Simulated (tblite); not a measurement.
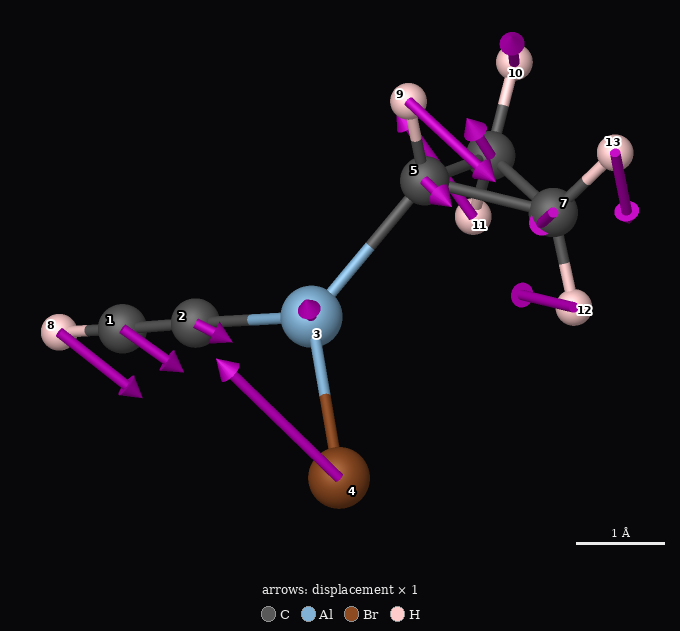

A relaxation of C5H6AlBr. The starting structure is drawn; purple arrows show the displacements, at their true length. The two geometries are superimposed by the best rigid fit.

The picture is a ball-and-stick view, seen from a free direction.

All numbers below come from tblite, GFN2-xTB geometry optimisation, gas phase. 

> Describe the change and its energy.

The largest move after the best rigid fit is that of the Br atom, 2.08 Å. Largest moves by element: Br 2.08 Å, H 1.61 Å, C 0.87 Å, Al 0.35 Å. Among the contacts that change: Al–Br 2.368 → 2.261 Å, Al–C 2.016 → 1.970 Å, C–H 1.118 → 1.083 Å, C–C 1.512 → 1.483 Å. Among the angles between lasting bonds that change: H–C–H 122.0° → 113.5°, H–C–H 121.7° → 113.5°, C–C–H 114.1° → 118.8°. Groups turn about Al–C by about 90°. The energy falls by 0.371 eV in 128 geometry steps. Cost: 1.6 s on 1 thread of Arm Neoverse N1, on a shared host.
